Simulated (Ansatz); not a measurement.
Input

```
crystal:
  periodic: [false, false, false]
  atoms:
    - { symbol: "N", position_ang: [0.0945, 1.6578, 0.2857] }
    - { symbol: C, position_ang: [-0.494, 0.4706, -0.3023] }
    - { symbol: F, position_ang: [-1.6991, 0.6457, -1.0212] }
    - { symbol: Ge, position_ang: [-0.4046, -1.0216, 0.8721] }
    - { symbol: Ge, position_ang: [0.8131, -0.6085, -1.2104] }
    - { symbol: H, position_ang: [0.9108, 1.5025, 0.8198] }
    - { symbol: H, position_ang: [-0.6332, 2.0663, 0.9585] }
    - { symbol: H, position_ang: [-1.5348, -2.0841, 0.621] }
    - { symbol: H, position_ang: [0.4357, -0.9017, 2.1672] }
    - { symbol: H, position_ang: [2.2972, -0.3011, -0.8353] }
    - { symbol: H, position_ang: [0.2798, -1.483, -2.3346] }
basis:
  gaussian: { orbitals: def2-SVP }
hamiltonian:
  xc: pbe0
relax:
  f_tol: 0.015
  max_steps: 40
output:
  orbitals: {}
```

Command:

```sh
ansatz run input.yaml --threads 2 --pin off --max-ram 3072MiB --backend cpu --events-out ev --progress --plain --runs-dir out
```

The fields are those of the relaxed geometry.

All numbers below come from Ansatz 0.2.0, RKS PBE0/def2-SVP.

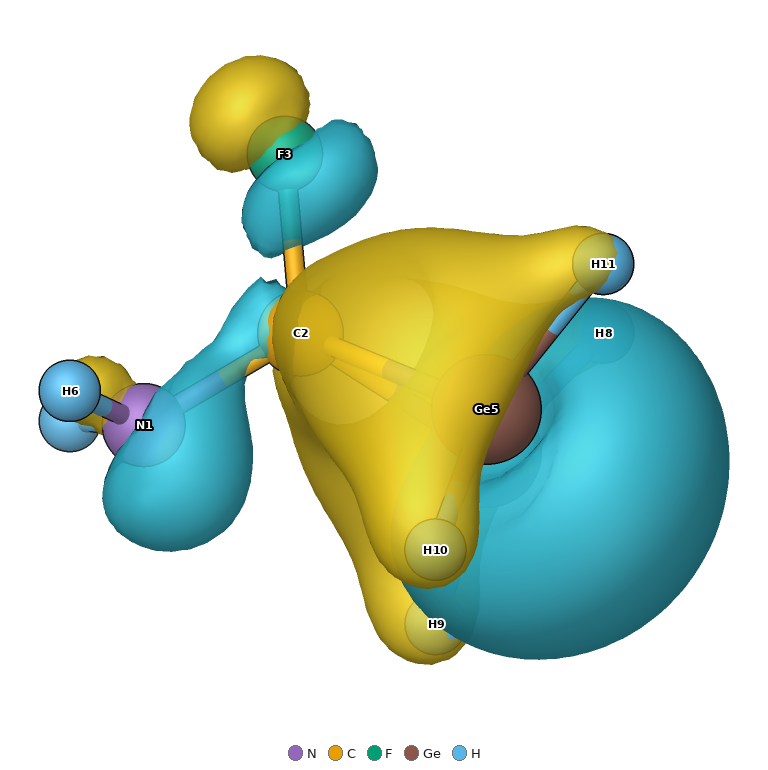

CH6FGe2N (SMILES N[C]1(F)[GeH2][GeH2]1). The HOMO at ±0.1 Å⁻³ᐟ² (yellow and cyan are the two phases), seen from one side.

What is the character of this orbital?

Answer. Its weight (Hirshfeld) is mainly on Ge4 (about 35 %), Ge5 (about 35 %) and C2 (about 10 %). Its energy is −6.70 eV.
